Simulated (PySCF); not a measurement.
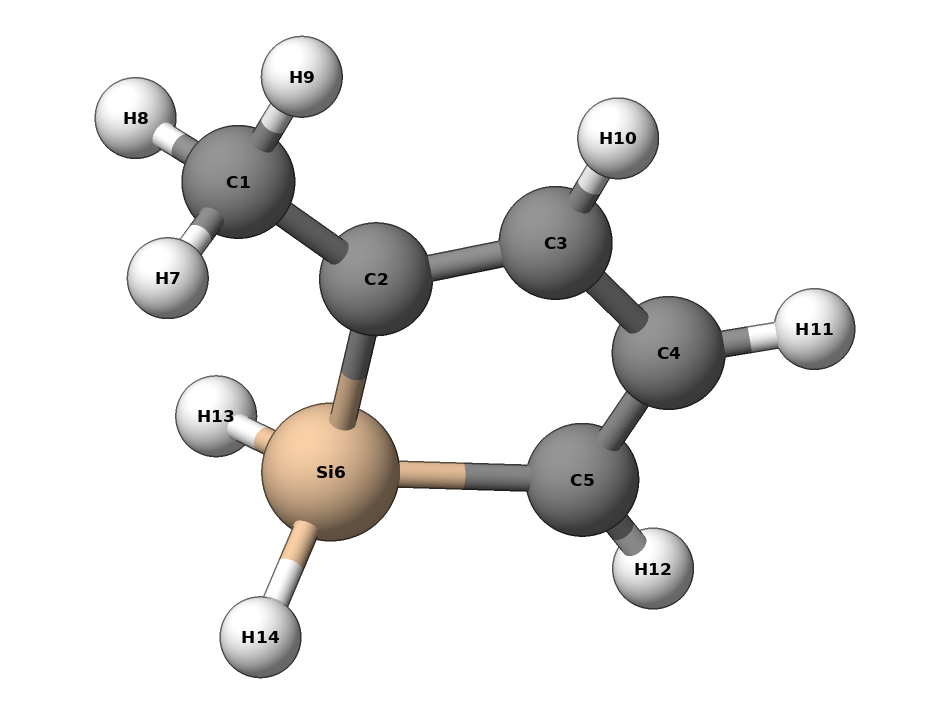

Every bond is drawn as one stick. The computed structure is the end point of a GFN2-xTB optimisation. No frequency run is at hand to confirm it as a minimum. Level of theory: PBE0/pcSseg-1 (PySCF 2.14.0).

List the Mayer bond orders of C1–C2, C1–H7, C1–H9, C2–C3, C2–Si6, C3–C4, C3–H10, C4–C5, C4–H11, C5–Si6, C5–H12, Si6–H13 (one bond of each equivalent set).

```json
{"bond": "C1–C2", "Mayer order": "1.06", "length (Å)": "1.489"}
{"bond": "C1–H7", "Mayer order": "0.95", "length (Å)": "1.090"}
{"bond": "C1–H9", "Mayer order": "0.96", "length (Å)": "1.089"}
{"bond": "C2–C3", "Mayer order": "1.81", "length (Å)": "1.341"}
{"bond": "C2–Si6", "Mayer order": "0.85", "length (Å)": "1.897"}
{"bond": "C3–C4", "Mayer order": "1.09", "length (Å)": "1.455"}
{"bond": "C3–H10", "Mayer order": "0.97", "length (Å)": "1.082"}
{"bond": "C4–C5", "Mayer order": "1.83", "length (Å)": "1.339"}
{"bond": "C4–H11", "Mayer order": "0.97", "length (Å)": "1.082"}
{"bond": "C5–Si6", "Mayer order": "0.91", "length (Å)": "1.883"}
{"bond": "C5–H12", "Mayer order": "0.95", "length (Å)": "1.077"}
{"bond": "Si6–H13", "Mayer order": "0.94", "length (Å)": "1.464"}
```

The geometry is semi-empirical. Around Si such bond lengths and angles can be off by a tenth of an ångström or more and by several degrees, and values that hang on the shape move with them.
